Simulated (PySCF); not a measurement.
C$_{6}$H$_{10}$OSi: excited-state calculation

- system: C$_{6}$H$_{10}$OSi
- method: TDDFT CAM-B3LYP/def2-SVPD, vertical, gas phase, core orbitals frozen in the response (PySCF 2.14.0)

The geometry comes from this level: GFN2-xTB. It belongs to a series of runs on one base structure; here: H on C replaced by vinyl.

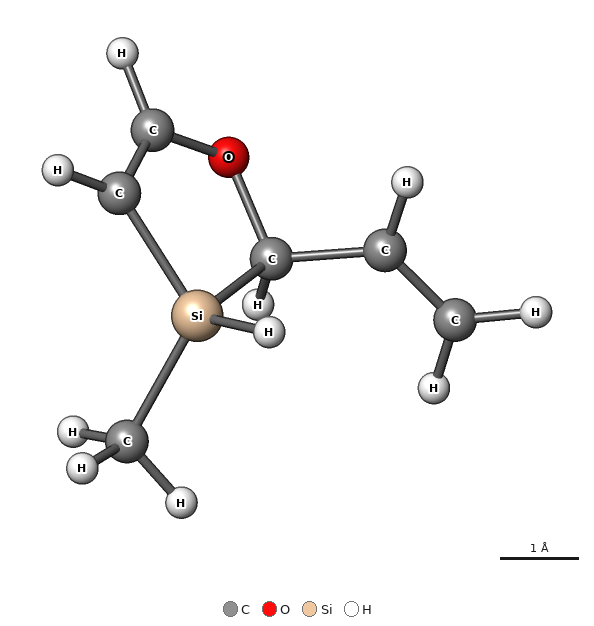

*The structure (ball-and-stick view, seen at a tilt).*

Bond lengths as drawn: C–C 1.32 to 1.48 Å, C–H 1.07 to 1.09 Å, C–O 1.34 to 1.44 Å, C–Si 1.87 to 1.95 Å and H–Si 1.47 Å.

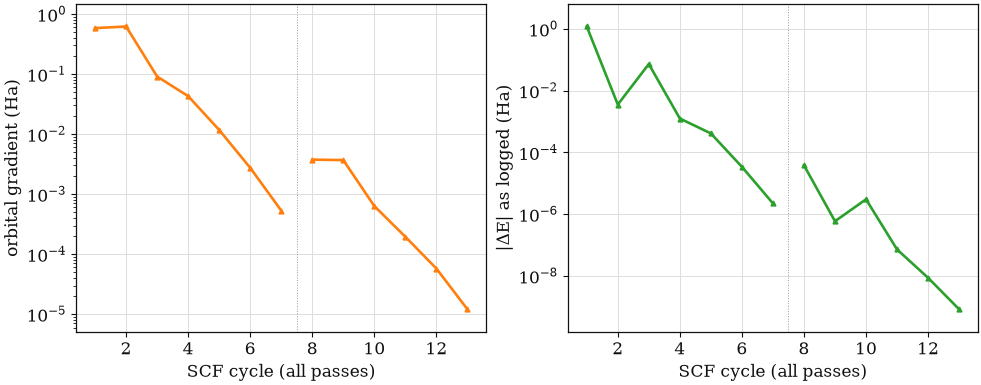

*Convergence of the self-consistent field: orbital gradient and size of the energy change against the SCF cycle. The dotted line marks the change from a coarse to the final integration grid.*

The first 7 cycles use a coarse grid, the final grid takes over at cycle 8, and the field converges after 13 cycles in all.

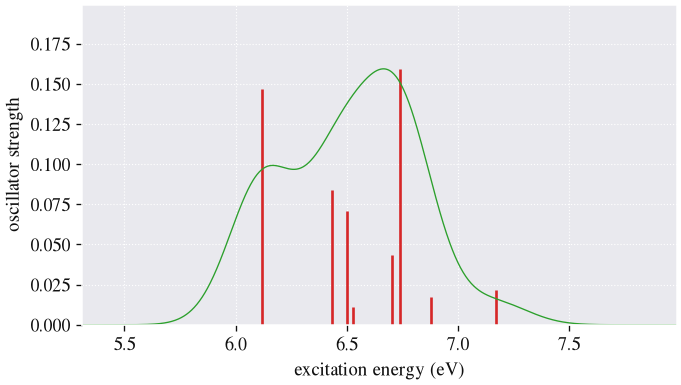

*Computed excitations as sticks (degenerate states added up, dark ones marked on the axis), with a Gaussian envelope of 0.35 eV full width at half maximum, scaled to the tallest.*

Of the 8 states the lowest lies at 6.12 eV (f = 0.147); the strongest line is at 6.74 eV, or 184 nm (f = 0.159).

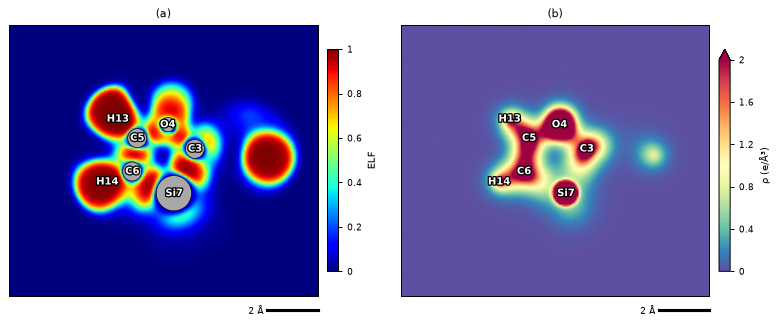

*(a) ELF; (b) total electron density on the plane of atoms C3, Si7 and C6. Grey discs, where drawn, cover atomic cores.*

The section cuts through C, O, Si and H sites. C–O (1.34 Å): ρ at the midpoint is about 2.5 e/Å³; the ELF peaks at about 0.90 between the atoms, which marks a shared but strongly polarised pair.

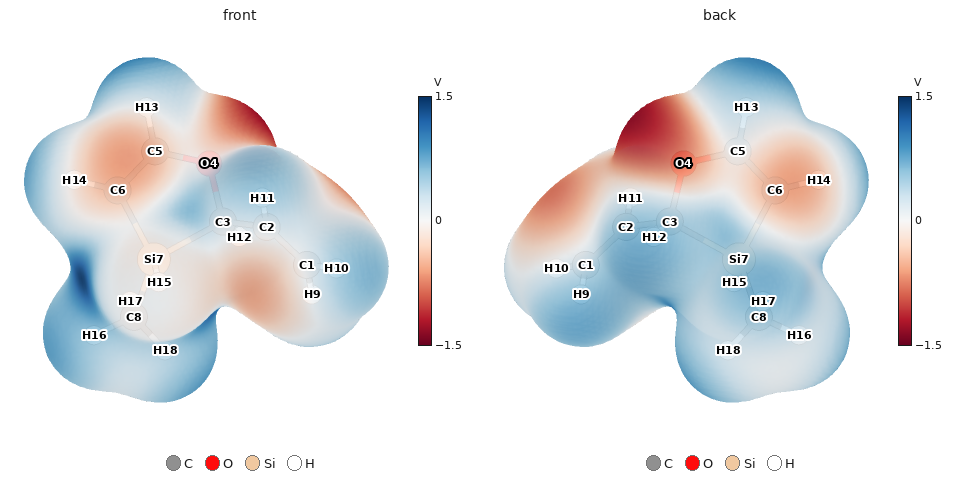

*The molecular electrostatic potential painted on the density surface at 0.002 e/bohr³, seen at a tilt and from behind; the colour scale runs from red (negative) to blue (positive).*

A positive charge is drawn to the negative regions and a negative charge to the positive ones. Its dipole moment is 1.26 D.

The input that produced these results follows, with the program's output.

**The input**
```
{"job": {"kind": "uv", "xc": "CAM-B3LYP", "basis": "def2-SVPD", "nstates": 8, "ntriplets": 3}, "charge": 0, "multiplicity": 1}
C      2.715907    -0.942832    -0.372064
C      1.942468     0.104234    -0.144208
C      0.633237     0.348670    -0.799534
O      0.446189     1.757273    -1.009459
C     -0.646005     2.257718    -0.423730
C     -1.488174     1.496826     0.285654
Si    -0.849819    -0.255762     0.306644
C     -1.892373    -1.588272    -0.553766
H      2.452463    -1.690637    -1.102213
H      3.634853    -1.100029     0.164817
H      2.219067     0.847484     0.591493
H      0.616992    -0.119172    -1.788800
H     -0.748435     3.320014    -0.604449
H     -2.361467     1.917216     0.747094
H     -0.352743    -0.749100     1.599557
H     -2.744269    -1.855383     0.062730
H     -2.272462    -1.250064    -1.513603
H     -1.314189    -2.491866    -0.722580
```

The first line tells a small driver script what to run in PySCF; the rest is the geometry in Å.

Run as:
```bash
OMP_NUM_THREADS=1 python <driver script> task.json out
```

**The program's output**
```
coarse grid: 15432 points
cycle   1  E = -598.6882501525  dE =  1.194e+00  |g| = 5.822e-01  |ddm| = 6.961e+00
cycle   2  E = -598.6917893723  dE = -3.539e-03  |g| = 6.202e-01  |ddm| = 1.609e+00
cycle   3  E = -598.7644116592  dE = -7.262e-02  |g| = 9.092e-02  |ddm| = 7.900e-01
cycle   4  E = -598.7656594244  dE = -1.248e-03  |g| = 4.291e-02  |ddm| = 1.553e-01
cycle   5  E = -598.7660700470  dE = -4.106e-04  |g| = 1.173e-02  |ddm| = 7.966e-02
cycle   6  E = -598.7661040483  dE = -3.400e-05  |g| = 2.742e-03  |ddm| = 2.510e-02
cycle   7  E = -598.7661062765  dE = -2.228e-06  |g| = 5.325e-04  |ddm| = 5.981e-03
final grid: 144104 points
cycle   8  E = -598.8716241309  dE = -3.822e-05  |g| = 3.755e-03  |ddm| = 8.793e-02
cycle   9  E = -598.8716247192  dE = -5.884e-07  |g| = 3.690e-03  |ddm| = 1.443e-02
cycle  10  E = -598.8716277352  dE = -3.016e-06  |g| = 6.324e-04  |ddm| = 5.660e-03
cycle  11  E = -598.8716278068  dE = -7.161e-08  |g| = 1.949e-04  |ddm| = 1.026e-03
cycle  12  E = -598.8716278154  dE = -8.640e-09  |g| = 5.761e-05  |ddm| = 4.370e-04
cycle  13  E = -598.8716278162  dE = -8.274e-10  |g| = 1.208e-05  |ddm| = 1.123e-04
converged SCF energy = -598.8716278162

Static polarisability (au): isotropic 98.555, principal 79.049 102.030 114.587

Singlet excitations
state   eV       nm        f      main configurations
  1   6.1203    202.6   0.14703   H->L 0.60, H->L+2 0.24
  2   6.4353    192.7   0.08418   H->L+1 0.67, H->L 0.09
  3   6.5032    190.7   0.07056   H-1->L 0.33, H->L+4 0.29, H->L+2 0.12
  4   6.5267    190.0   0.01098   H-1->L 0.31, H->L+4 0.19, H->L+2 0.17
  5   6.7029    185.0   0.04363   H->L+3 0.51, H-1->L+1 0.10, H->L+2 0.09
  6   6.7383    184.0   0.15935   H-1->L+1 0.69, H-1->L+2 0.08
  7   6.8796    180.2   0.01713   H-1->L+3 0.37, H->L+2 0.12, H->L+4 0.11
  8   7.1727    172.9   0.02148   H->L+4 0.22, H-1->L+3 0.18, H->L+2 0.16

Triplet excitations (Tamm-Dancoff, eV): 4.1091 4.2739 6.3251
```

**Key numbers**

| quantity | value |
| --- | --- |
| outcome | converged |
| total energy | −598.871628 hartree |
| HOMO | −7.95 eV |
| LUMO | 1.13 eV |
| dipole moment | 1.26 D |
| mean polarisability | 98.56 a.u. |
| lowest singlet excitation | 6.12 eV |
| hardware | 1 CPU thread, shared host |
| wall time | 81 s |
| peak memory | 1.1 GiB |
